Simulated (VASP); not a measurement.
Band structure of Lu (relaxed from the simple-cubic structure, space group Pm-3m). These are PBEsol GGA, VASP's PBE PAW potentials (set 64) (plane waves; VASP) values and carry that method's errors.

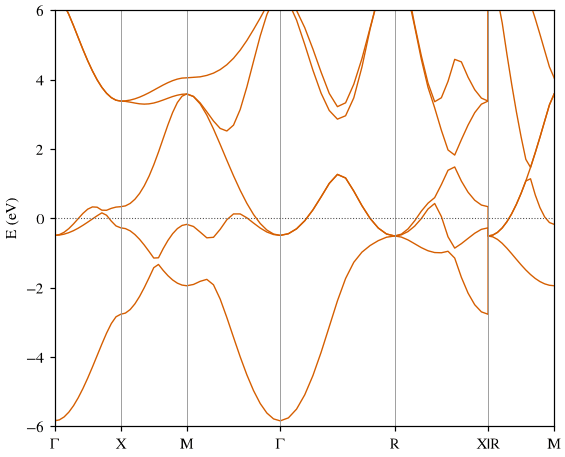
Figure: Bands along high-symmetry lines, zero at the valence-band maximum or, without a gap, the Fermi level

Q: Read the plot: is there a gap, and where are the band edges?

A: It has no gap at this level: it comes out as a metal or semimetal. (Edges off the drawn lines would not show.)

The structure was generated: Lu was put into the simple-cubic type (Pm-3m), which need not be its known phase. It was relaxed first, which changed the volume by -7 %.
